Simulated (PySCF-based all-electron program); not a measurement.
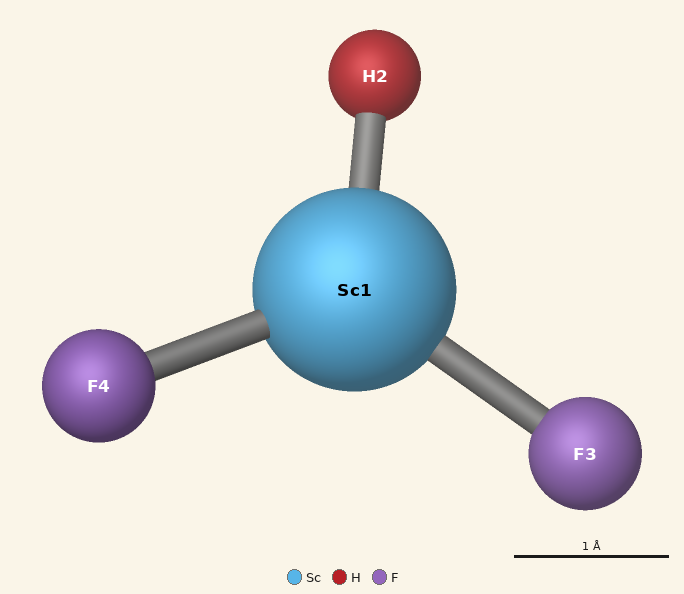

Figure made from data computed with PySCF-based all-electron program.

Numbered structure. The species is neutral and a spin singlet. Geometry: a fixed input geometry, not necessarily a minimum.

Give these bond angles: H2–Sc1–F3, F3–Sc1–F4.

```tsv
angle	degrees
H2–Sc1–F3	119.0
F3–Sc1–F4	122.0
```
